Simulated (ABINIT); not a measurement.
# Gap slopes of TiO2 (Rutile) from G0W0 (biaxial strain)

Does PBE give the same change of gap under biaxial strain as G0W0? The case is TiO2 (Rutile).

Method: PBE and many-body steps on it, plane waves, in ABINIT 10.8.3.

## Step 1: Starting point

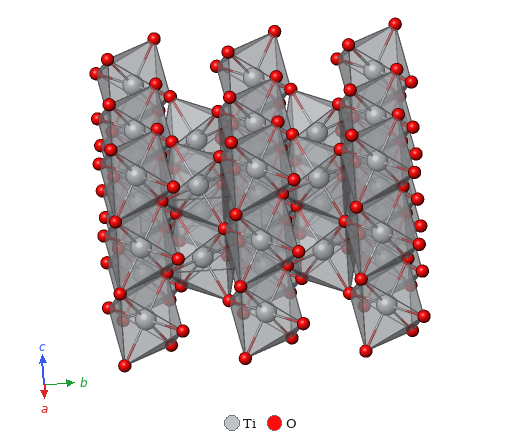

The cell as given, slightly off an axis (titanium light grey, oxygen red). 2×2×2 cells are drawn. Some periodic images of atoms are drawn too.

Geometry: measured (diffraction), ions relaxed with PBE. The runs that relaxed it are not among those shown.

## Step 2: Ground state

This step: ABINIT 10.8.3; DFT, PBE, plane waves, norm-conserving pseudopotentials.

The ground-state density comes first.

Contents of run.abi:

```
acell 3*1.0 Angstrom
rprim 
  4.592200000000 0.000000000000 0.000000000000
  0.000000000000 4.592200000000 0.000000000000
  0.000000000000 0.000000000000 2.957400000000
ntypat 2
znucl 22 8
natom 6
typat 1 1 2 2 2 2
xred 
  0.000000000000 -0.000000000000 0.000000000000
  0.500000000000 0.500000000000 0.500000000000
  0.304211085228 0.304211085228 0.000000000000
  0.195788914772 0.804211085228 0.500000000000
  0.695788914772 0.695788914772 0.000000000000
  0.804211085228 0.195788914772 0.500000000000
pp_dirpath "pseudos"
pseudos "Ti.upf, O.upf"
ecut 38
ngkpt 4 4 8
nshiftk 1
shiftk 0 0 0
kptopt 1
chksymbreak 0
nband 31
occopt 1
tolvrs 1e-10
nstep 60
prtwf 0
optforces 0
optstress 0
indata_prefix "in"
outdata_prefix "out"
tmpdata_prefix "tmp"
```

Started as:

```
$ OMP_NUM_THREADS=1 mpirun -n 4 abinit run.abi > log
```

Numbers of over 12 decimals in the logs are rounded to 6 here.

The program printed:

```text
.Version 10.8.3 of ABINIT. v10.8.2 released Aug 2026.

 Symmetries : space group P4_2/m n m (#136); Bravais tP (primitive tetrag.)
================================================================================
 Values of the parameters that define the memory need of the present run
     intxc =       0    ionmov =       0      iscf =       7    lmnmax =       6
     lnmax =       6     mgfft =      50  mpssoang =       3    mqgrid =    3001
     natom =       6  nloc_mem =       1    nspden =       1   nspinor =       1
[...]
psp_core            :  6.17517158894087E+00
local_psp           : -1.49304643647223E+02
non_local_psp       : -8.42129178892957E+00
total_energy        : -1.85210019928707E+02
total_energy_eV     : -5.03982138890588E+03
band_energy         : -2.04942316181508E+01

== END DATASET(S) ==============================================================
================================================================================

 -outvars: echo values of variables after computation  --------
           etotal     -1.8521001993E+02
            nband          31
             nkpt          30
          spgroup         136
 [... the other variables as echoed above ...]

 Calculation completed.
```

It took 73 s on 4 MPI ranks of Arm Neoverse V1, shared host; peak memory 0.35 GiB; 4.8 min of CPU time.

This step gave:

```
total energy               : -5039.8214 eV
gap                        : 1.888 eV
k of the valence top       : 0, 0, 0
k of the conduction bottom : 0, 0, 0
least direct gap           : 1.888 eV
```

The gap is direct, at Γ.

## Step 3: Empty states on the mesh, 4×4×4 mesh, 91 bands

The sums over transitions need many empty states on a uniform mesh; this step solves for them.

Edit run.abi of step 2 so:

```diff
@@ -19,3 +19,3 @@
 ecut 38
-ngkpt 4 4 8
+ngkpt 4 4 4
 nshiftk 1
@@ -24,9 +24,10 @@
 chksymbreak 0
-nband 31
-occopt 1
-tolvrs 1e-10
+iscf -2
+irdden 1
+istwfk *1
+nband 91
+nbdbuf 8
+tolwfr 1e-09
 nstep 60
-prtwf 0
-optforces 0
-optstress 0
+prtvol 0
 indata_prefix "in"
```

The program printed:

```text
.Version 10.8.3 of ABINIT. v10.8.2 released Aug 2026.

 Symmetries : space group P4_2/m n m (#136); Bravais tP (primitive tetrag.)
[... echo of the input left out ...]
== DATASET  1 ==================================================================
-   mpi_nproc: 4, omp_nthreads: 1 (-1 if OMP is not activated)

--- !DatasetInfo
iteration_state: {dtset: 1, }
dimensions: {natom: 6, nkpt: 18, mband: 91, nsppol: 1, nspinor: 1, nspden: 1, mpw: 4748, }
cutoff_energies: {ecut:  38.0, pawecutdg:  -1.0, }
[...]
1.70592    1.72625    1.76057    1.76057    1.80197    1.80197    1.81060    1.81722
   1.86048    1.91142    1.93995    2.00856    2.00856    2.04571    2.09070    2.10022
   2.10055    2.12922    2.13759
 prteigrs : prtvol=0 or 1, do not print more k-points.

== END DATASET(S) ==============================================================
================================================================================

 -outvars: echo values of variables after computation  --------
            nband          91
             nkpt          18
          spgroup         136
 [... the other variables as echoed above ...]

 Calculation completed.
```

Wall time 54 s (4 MPI ranks); peak memory 0.39 GiB; 3.6 min of CPU time.

Numbers from this step:

```yaml
gap: 1.888 eV
k_of_the_valence_top: 0, 0, 0
k_of_the_conduction_bottom: 0, 0, 0
least_direct_gap: 1.888 eV
k_points_computed: 18
lowest_point_of_the_top_converged_band_above_the_valence_top: 44.84 eV
```

On this mesh the gap is 1.888 eV.

## Step 4: Screening, 4×4×4 mesh, 83 bands, screening to 103.4 eV

The RPA dielectric matrix is built and inverted for each q.

This step: RPA screening on PBE, plane waves, norm-conserving pseudopotentials.

Edit run.abi of step 3 so:

```diff
@@ -24,10 +24,11 @@
 chksymbreak 0
-iscf -2
-irdden 1
 istwfk *1
-nband 91
-nbdbuf 8
-tolwfr 1e-09
-nstep 60
-prtvol 0
+occopt 1
+irdwfk 1
+optdriver 3
+nband 83
+ecuteps 3.8
+inclvkb 2
+awtr 1
+symchi 1
 indata_prefix "in"
```

The program printed:

```text
.Version 10.8.3 of ABINIT. v10.8.2 released Aug 2026.

 Symmetries : space group P4_2/m n m (#136); Bravais tP (primitive tetrag.)
[... echo of the input left out ...]
== DATASET  1 ==================================================================
-   mpi_nproc: 4, omp_nthreads: 1 (-1 if OMP is not activated)

--- !DatasetInfo
iteration_state: {dtset: 1, }
dimensions: {natom: 6, nkpt: 18, mband: 83, nsppol: 1, nspinor: 1, nspden: 1, mpw: 4748, }
cutoff_energies: {ecut:  38.0, pawecutdg:  -1.0, }
[...]
--------------------------------------------------------------------------------
[... chi0 elements left out ...]
 For q-point:  0.000010 0.000020 0.000030
  dielectric constant =   8.5967
  dielectric constant without local fields =   8.9352

  Average fulfillment of the sum rule on Im[epsilon] for q-point    1 :     46.96  [%]
[... wings left out ...]
  q-point number  2        q = ( 0.250000, 0.000000, 0.000000) [r.l.u.]
--------------------------------------------------------------------------------
[... chi0 elements left out ...]
  Average fulfillment of the sum rule on Im[epsilon] for q-point    2 :     62.12  [%]

 [... 16 further q-points ...]
```

The job ended after 2.3 min (4 MPI ranks; peak memory 1.7 GiB).

This step gave:

```
ε∞ with local fields, on this mesh, along the program's q direction : 8.597
the same without local fields                                       : 8.935
plasma frequency                                                    : 32.58 eV
plane waves in the screening matrix                                 : 145
```

Local fields lower ε∞ by 4 %. On a Γ-centred mesh this coarse the value itself is usually too large, while a short band sum pulls it down.

## Step 5: G0W0, strain +0 %

The self-energy is evaluated for the states that the input lists, and the levels follow from it, in one-shot runs by the linearised quasiparticle equation.

This step: G0W0 on PBE, plane waves, norm-conserving pseudopotentials.

Edit run.abi of step 4 so:

```diff
@@ -27,8 +27,15 @@
 irdwfk 1
-optdriver 3
+optdriver 4
 nband 83
+gwcalctyp 0
+ecutsigx 38
+symsigma 1
+nkptgw 1
+kptgw 
+  0.0000000000 0.0000000000 0.0000000000
+bdgw 
+  22 26
 ecuteps 3.8
-inclvkb 2
-awtr 1
-symchi 1
+irdscr 1
+ppmodel 1
 indata_prefix "in"
```

The program printed:

```text
.Version 10.8.3 of ABINIT. v10.8.2 released Aug 2026.

 Symmetries : space group P4_2/m n m (#136); Bravais tP (primitive tetrag.)
[... echo of the input left out ...]
== DATASET  1 ==================================================================
-   mpi_nproc: 4, omp_nthreads: 1 (-1 if OMP is not activated)

--- !DatasetInfo
iteration_state: {dtset: 1, }
dimensions: {natom: 6, nkpt: 18, mband: 83, nsppol: 1, nspinor: 1, nspden: 1, mpw: 4748, }
cutoff_energies: {ecut:  38.0, pawecutdg:  -1.0, }
electrons: {nelect:   4.80000000E+01, charge:   0.00000000E+00, occopt:   1.00000000E+00, tsmear:   1.00000000E-02, }

 SIGMA: Calculation of the GW corrections

 Based on a program developped by R.W. Godby, V. Olevano, G. Onida, and L. Reining.
 Incorporated in ABINIT by V. Olevano, G.-M. Rignanese, and M. Torrent.
.Using double precision arithmetic ; gwpc =  8

[... cell and pseudopotentials left out ...]
--------------------------------------------------------------------------------

 ==== K-mesh for the wavefunctions ====
 Number of points in the irreducible wedge :    18
[... list of points left out ...]
 Together with 16 symmetry operations and time-reversal symmetry
 yields    64 points in the full Brillouin Zone.

 ==== Q-mesh for screening function ====
 Number of points in the irreducible wedge :    18
[... list of points left out ...]
 Together with 16 symmetry operations and time-reversal symmetry
 yields    64 points in the full Brillouin Zone.

 vcoul_init : cutoff-mode = AUXILIARY_FUNCTION
 q-points for optical limit:   1
     1)      0.000010    0.000020    0.000030
 setmesh: FFT mesh size selected  =    50x   50x   32
          total number of points  =        80000

 Number of electrons calculated from density =   48.0000; Expected =   48.0000
 average of density, n =  0.114049
 r_s =    1.2792
 omega_plasma =   32.5763 [eV]

 === KS Band Gaps ===
  >>>> For spin  1
   Minimum direct gap =   1.8877 [eV], located at k-point      :   0.0000  0.0000  0.0000
   Fundamental gap    =   1.8877 [eV], Top of valence bands at :   0.0000  0.0000  0.0000
                                       Bottom of conduction at :   0.0000  0.0000  0.0000
 SIGMA fundamental parameters:
 PLASMON POLE MODEL  1
 number of plane-waves for SigmaX                 4679
 number of plane-waves for SigmaC and W            145
 number of plane-waves for wavefunctions          4679
 number of bands                                    83
 number of independent spin polarizations            1
 number of spinorial components                      1
 number of k-points in IBZ                          18
 number of q-points in IBZ                          18
 number of symmetry operations                      16
 number of k-points in BZ                           64
 number of q-points in BZ                           64
 number of frequencies for dSigma/dE                 9
 frequency step for dSigma/dE [eV]                0.25
 number of omega for Sigma on real axis              0
 max omega for Sigma on real axis  [eV]           0.00
 zcut for avoiding poles [eV]                     0.10

 EPSILON^-1 parameters (SCR file):
 dimension of the eps^-1 matrix on file            145
 dimension of the eps^-1 matrix used               145
 number of plane-waves for wavefunctions          4679
 number of bands                                    83
 number of q-points in IBZ                          18
 number of frequencies                               2
 number of real frequencies                          1
 number of imag frequencies                          1

 matrix elements of self-energy operator (all in [eV])

 Perturbative Calculation

--- !SelfEnergy_ee
iteration_state: {dtset: 1, }
kpoint     : [   0.000,    0.000,    0.000, ]
spin       : 1
KS_gap     :    1.888
QP_gap     :    3.376
Delta_QP_KS:    1.488
data: !SigmaeeData |
     Band     E0 <VxcDFT>   SigX SigC(E0)      Z dSigC/dE  Sig(E)    E-E0       E
       22   5.207 -20.666 -25.173   5.005   0.772  -0.295 -20.282   0.385   5.591
       23   5.207 -20.666 -25.173   5.005   0.772  -0.295 -20.282   0.385   5.591
       24   5.675 -20.456 -25.125   5.200   0.766  -0.305 -20.049   0.407   6.081
       25   7.562 -20.136 -12.047  -5.665   0.782  -0.279 -18.241   1.894   9.457
       26   7.845 -19.774 -12.071  -5.415   0.782  -0.278 -17.984   1.790   9.636

== END DATASET(S) ==============================================================
================================================================================

 -outvars: echo values of variables after computation  --------
           etotal      0.0000000000E+00
            nband          83
             nkpt          18
          spgroup         136
 [... the other variables as echoed above ...]

 Calculation completed.
```

Elapsed: 5.9 s, on 4 MPI ranks; peak memory 1.1 GiB.

Numbers from this step:

| Quantity | Value |
| --- | --- |
| G0W0 gap on the points computed | 3.376 eV |
| starting gap on the mesh | 1.888 eV |
| k of the valence top | 0, 0, 0 |
| k of the conduction bottom | 0, 0, 0 |
| Z at the valence top | 0.766 |
| Z at the conduction bottom | 0.782 |
| least direct G0W0 gap on the computed points | 3.376 eV |

The gap on the mesh goes from 1.89 eV to 3.38 eV, a correction of +1.49 eV.

## Step 6: G0W0, strain -1 %

The cell differs from the one that the last finished run ended in (a 4.592 → 4.546 Å, b 4.592 → 4.546 Å).

Contents of run.abi:

```
acell 3*1.0 Angstrom
rprim 
  4.546278000000 0.000000000000 0.000000000000
  0.000000000000 4.546278000000 0.000000000000
  0.000000000000 0.000000000000 2.957400000000
ntypat 2
znucl 22 8
natom 6
typat 1 1 2 2 2 2
xred 
  0.000000000000 0.000000000000 0.000000000000
  0.500000000000 0.500000000000 0.500000000000
  0.303667946588 0.303667946588 0.000000000000
  0.196332053412 0.803667946588 0.500000000000
  0.696332053412 0.696332053412 0.000000000000
  0.803667946588 0.196332053412 0.500000000000
pp_dirpath "pseudos"
pseudos "Ti.upf, O.upf"
ecut 38
ngkpt 4 4 4
nshiftk 1
shiftk 0 0 0
kptopt 1
chksymbreak 0
istwfk *1
occopt 1
irdwfk 1
optdriver 4
nband 82
gwcalctyp 0
ecutsigx 38
symsigma 1
nkptgw 1
kptgw 
  0.0000000000 0.0000000000 0.0000000000
bdgw 
  22 26
ecuteps 3.8
irdscr 1
ppmodel 1
indata_prefix "in"
outdata_prefix "out"
tmpdata_prefix "tmp"
```

The program printed:

```text
.Version 10.8.3 of ABINIT. v10.8.2 released Aug 2026.

 Symmetries : space group P4_2/m n m (#136); Bravais tP (primitive tetrag.)
[... echo of the input left out ...]
== DATASET  1 ==================================================================
-   mpi_nproc: 4, omp_nthreads: 1 (-1 if OMP is not activated)

--- !DatasetInfo
iteration_state: {dtset: 1, }
dimensions: {natom: 6, nkpt: 18, mband: 82, nsppol: 1, nspinor: 1, nspden: 1, mpw: 4640, }
cutoff_energies: {ecut:  38.0, pawecutdg:  -1.0, }
[...]
24   5.941 -20.514 -25.252   5.261   0.768  -0.302 -20.113   0.402   6.342
       25   7.845 -20.121 -12.032  -5.655   0.784  -0.276 -18.213   1.907   9.753
       26   8.142 -19.784 -12.077  -5.406   0.785  -0.275 -17.979   1.806   9.948

== END DATASET(S) ==============================================================
================================================================================

 -outvars: echo values of variables after computation  --------
           etotal      0.0000000000E+00
            nband          82
             nkpt          18
          spgroup         136
 [... the other variables as echoed above ...]

 Calculation completed.
```

Run time: 5.7 s. Hardware: 4 MPI ranks; peak memory 1 GiB; 22 s of CPU time.

This step gave:

```yaml
g0w0_gap_on_the_points_computed: 3.411 eV
starting_gap_on_the_mesh: 1.905 eV
k_of_the_valence_top: 0, 0, 0
k_of_the_conduction_bottom: 0, 0, 0
least_direct_g0w0_gap_on_the_computed_points: 3.411 eV
```

The gap on the mesh goes from 1.90 eV to 3.41 eV, a correction of +1.51 eV.

Ground state, empty states and screening of this cell were made anew, as for the first cell; those steps are not shown. Geometry: measured (diffraction), biaxial strain, ions relaxed with PBE.

## Step 7: G0W0, strain +1 %

The cell differs from the one that the last finished run ended in (a 4.546 → 4.638 Å, b 4.546 → 4.638 Å).

Contents of run.abi:

```
acell 3*1.0 Angstrom
rprim 
  4.638122000000 0.000000000000 0.000000000000
  0.000000000000 4.638122000000 0.000000000000
  0.000000000000 0.000000000000 2.957400000000
ntypat 2
znucl 22 8
natom 6
typat 1 1 2 2 2 2
xred 
  0.000000000000 0.000000000000 0.000000000000
  0.500000000000 0.500000000000 0.500000000000
  0.304960000000 0.304960000000 0.000000000000
  0.195040000000 0.804960000000 0.500000000000
  0.695040000000 0.695040000000 0.000000000000
  0.804960000000 0.195040000000 0.500000000000
pp_dirpath "pseudos"
pseudos "Ti.upf, O.upf"
ecut 38
ngkpt 4 4 4
nshiftk 1
shiftk 0 0 0
kptopt 1
chksymbreak 0
istwfk *1
occopt 1
irdwfk 1
optdriver 4
nband 84
gwcalctyp 0
ecutsigx 38
symsigma 1
nkptgw 1
kptgw 
  0.0000000000 0.0000000000 0.0000000000
bdgw 
  22 26
ecuteps 3.8
irdscr 1
ppmodel 1
indata_prefix "in"
outdata_prefix "out"
tmpdata_prefix "tmp"
```

The program printed:

```text
.Version 10.8.3 of ABINIT. v10.8.2 released Aug 2026.

 Symmetries : space group P4_2/m n m (#136); Bravais tP (primitive tetrag.)
[... echo of the input left out ...]
== DATASET  1 ==================================================================
-   mpi_nproc: 4, omp_nthreads: 1 (-1 if OMP is not activated)

--- !DatasetInfo
iteration_state: {dtset: 1, }
dimensions: {natom: 6, nkpt: 18, mband: 84, nsppol: 1, nspinor: 1, nspden: 1, mpw: 4856, }
cutoff_energies: {ecut:  38.0, pawecutdg:  -1.0, }
[...]
24   5.405 -20.392 -24.983   5.127   0.764  -0.309 -19.983   0.409   5.814
       25   7.290 -20.149 -12.064  -5.669   0.779  -0.283 -18.266   1.882   9.172
       26   7.566 -19.765 -12.066  -5.418   0.781  -0.280 -17.983   1.781   9.347

== END DATASET(S) ==============================================================
================================================================================

 -outvars: echo values of variables after computation  --------
           etotal      0.0000000000E+00
            nband          84
             nkpt          18
          spgroup         136
 [... the other variables as echoed above ...]

 Calculation completed.
```

Run time: 5.7 s. Hardware: 4 MPI ranks; peak memory 1.1 GiB.

This step gave:

```
G0W0 gap on the points computed              : 3.358 eV
starting gap on the mesh                     : 1.885 eV
k of the valence top                         : 0, 0, 0
k of the conduction bottom                   : 0, 0, 0
least direct G0W0 gap on the computed points : 3.358 eV
```

The gap on the mesh goes from 1.88 eV to 3.36 eV, a correction of +1.47 eV.

Again on this cell's own states.

(Part 1 of 2 ends here.)

[Paths, hosts, dates, memory and timing lines, banners, echoed tables and standing remarks are left out of the program output.]

[Logs are printed without paths, hosts, clocks, repeated set-up lines and the standing remarks that a program may print on its own settings, such as how far it seeks lower states.]

[Runs of the session that timed out or met a known fault of the program may be left out.]

[Hosts, paths, dates, database ids (printed as entryN), source tags and the programs' standing remarks are cut or masked in the printed files.]

[G0W0 gaps are taken among the corrected bands and points alone; a level outside them can change the order at an edge.]

[Where Ansatz stands beside ABINIT at settings called matched, ABINIT's density can come from a denser mesh and the files from another edition; pairs whose starting gaps differed by over 0.03 eV were left out, so agreement reads better than it is.]
